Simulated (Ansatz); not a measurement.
# Calculations on C₄H₈Si

## 1. Relaxation

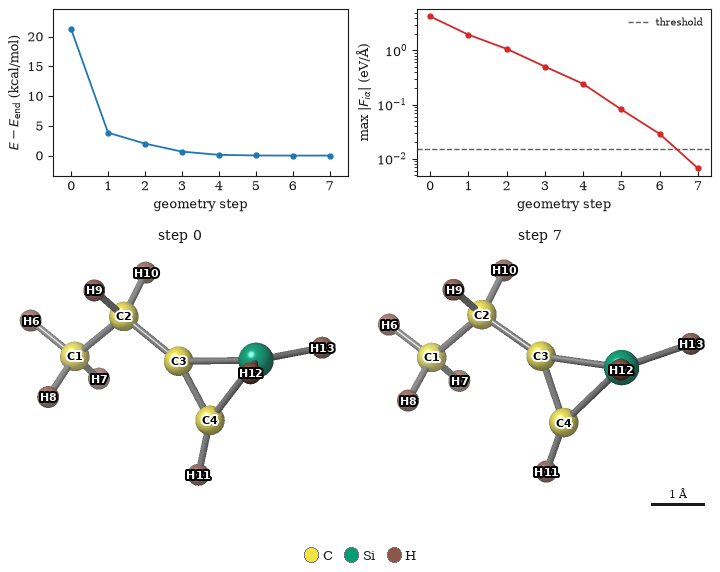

First and last geometry of a relaxation of C$_{4}$H$_{8}$Si, with the history of the run. A ball-and-stick model, seen at a tilt.

The run prepares an end point of a later path (torsion) calculation, from a guessed geometry.

Method: Ansatz 0.2.0, RKS B3LYP-D4/def2-SVP. Set-up: no spin polarisation; force threshold 0.015 eV/Å; at most 40 steps.

### Did the run converge, and what did it change?

It converged. The atom that moves furthest after the best rigid fit is an H atom (0.29 Å). By element the largest moves are H 0.29 Å, Si 0.18 Å, C 0.13 Å. Near-neighbour distances that change, for instance: C–Si 1.716 → 1.822 Å, C–C 1.462 → 1.529 Å, C–H 1.161 → 1.101 Å, C–C 1.280 → 1.340 Å. Among the angles between lasting bonds that change: C–C–C 151.7° → 137.7°, C–Si–H 108.3° → 121.8°, C–C–Si 142.3° → 154.2°. Over 7 geometry steps the energy falls by 21.3 kcal/mol. Largest force component: 4.3 eV/Å at the start, 0.0067 eV/Å at the end.

```tsv
step	E − E(0), kcal/mol	largest force component, eV/Å
0	0.00	4.2577
1	-17.42	1.9560
2	-19.25	1.0708
3	-20.60	0.5049
4	-21.14	0.2418
5	-21.25	0.0812
6	-21.27	0.0289
7	-21.27	0.0067
```

## 2. Relaxation

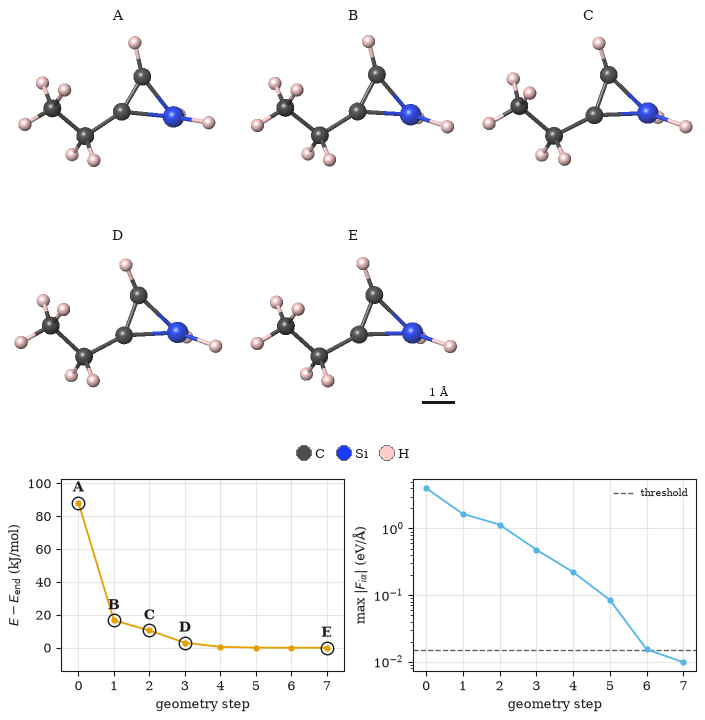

Frames of a relaxation of C$_{4}$H$_{8}$Si, marked on the history of the run. Style: ball-and-stick. Shown at a tilt.

The run prepares an end point of a later path (torsion) calculation, from a guessed geometry.

These are results of RKS B3LYP-D4/def2-SVP (Ansatz 0.2.0), not measurements.

Input file:
```yaml
crystal:
  periodic: [false, false, false]
  atoms:
    - { symbol: C, position_ang: [-1.375, 1.2502, -0.1871] }
    - { symbol: C, position_ang: [-0.0961, 0.9385, 0.4494] }
    - { symbol: C, position_ang: [0.9024, 1.90782, 0.07981] }
    - { symbol: C, position_ang: [1.2642, 2.98549, -0.50881] }
    - { symbol: Si, position_ang: [2.60794, 2.34201, 0.34216] }
    - { symbol: H, position_ang: [-1.7496, 2.304, 0.1259] }
    - { symbol: H, position_ang: [-1.3151, 1.3119, -1.2873] }
    - { symbol: H, position_ang: [-2.1652, 0.5946, 0.0703] }
    - { symbol: H, position_ang: [0.2303, -0.11347, 0.15855] }
    - { symbol: H, position_ang: [-0.21571, 0.89641, 1.53963] }
    - { symbol: H, position_ang: [0.803, 3.68798, -1.23826] }
    - { symbol: H, position_ang: [3.65282, 1.78045, -0.57042] }
    - { symbol: H, position_ang: [2.9287, 3.23803, 1.42689] }
basis:
  gaussian: { orbitals: def2-SVP }
hamiltonian:
  xc: b3lyp
  dispersion: d4
relax:
  f_tol: 0.015
  max_steps: 40
```

Command:
```bash
ansatz run input.yaml --threads 2 --pin off --max-ram 3072MiB --backend cpu --events-out ev --progress --plain --runs-dir out
```

Q: Describe the path.

A: H13 moves most after the best rigid fit: 0.29 Å. Largest moves by element: H 0.29 Å, Si 0.18 Å, C 0.12 Å. Some distances before and after: C4–Si5 1.716 → 1.822 Å, C1–C2 1.462 → 1.529 Å, C3–C4 1.280 → 1.340 Å, C1–H6 1.161 → 1.102 Å. Bond angles that change, for instance: C2–C3–C4 151.7° → 137.7°, C4–Si5–H13 108.3° → 121.8°, C2–C3–Si5 142.3° → 154.2°. The energy falls by 88.4 kJ/mol in 7 geometry steps. The largest force component goes from 4.1 to 0.0098 eV/Å. Cost: 10 s on 2 threads of AMD EPYC 9R45 96-Core Processor (Zen 5) (shared host), peak memory 0.27 GiB. From step 0 to 1: H13 moves most (0.19 Å), energy −71.7 kJ/mol. From step 1 to 2: H8 moves most (0.20 Å), energy −6.17 kJ/mol. From step 2 to 3: H6 moves most (0.20 Å), energy −7.47 kJ/mol. From step 3 to 7: H11 moves most (0.09 Å), energy −3.05 kJ/mol.

## 3. Path

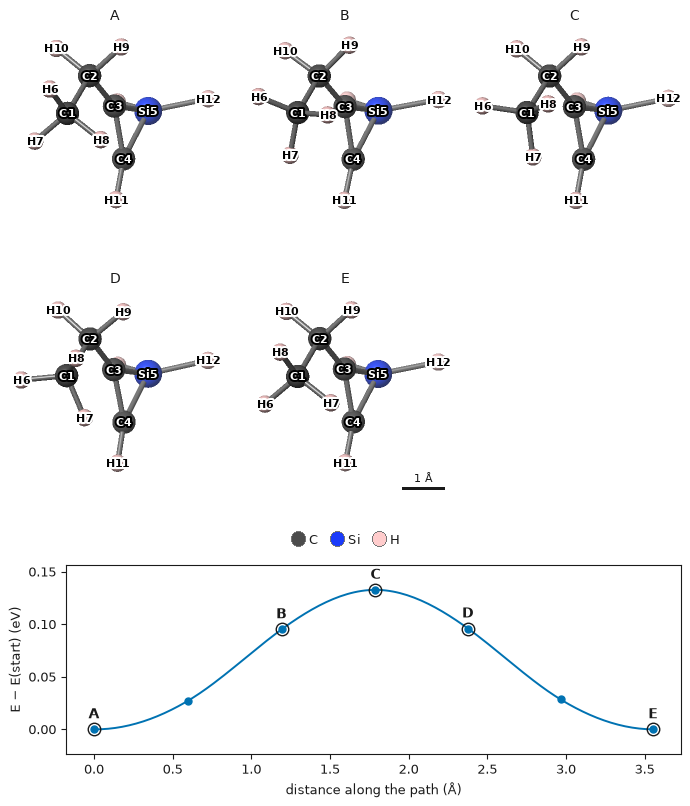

A nudged-elastic-band calculation for C$_{4}$H$_{8}$Si. Images are numbered from 0 (start) to 6 (end). Frames A to E are images 0, 2, 3, 4, 6. Style: ball-and-stick. Shown from a free direction.

Theory: RKS B3LYP-D4/def2-SVP (Ansatz). Run with 5 movable images; climbing image; force threshold 0.05 eV/Å; iteration limit 60; starting path through a guess of the saddle point.

Q: What happens along the path, and what is the barrier?

A: The barrier is about 0.133 eV in both directions, with image 3 at the top; the ends have the same energy. The motion is a rotation about the C–C bond by about 120°. No bond forms or breaks between the ends. The band converged in 6 iterations. The largest component of the band force went from 4.9 to 0.029 eV/Å. The climbing image converged on the top of the path. Its vibrational analysis gives one imaginary mode (241i cm⁻¹), as a transition state must have.

Cost: 40 s on 2 threads of AMD EPYC 9R45 96-Core Processor (Zen 5), on a shared host, peak memory 0.28 GiB.
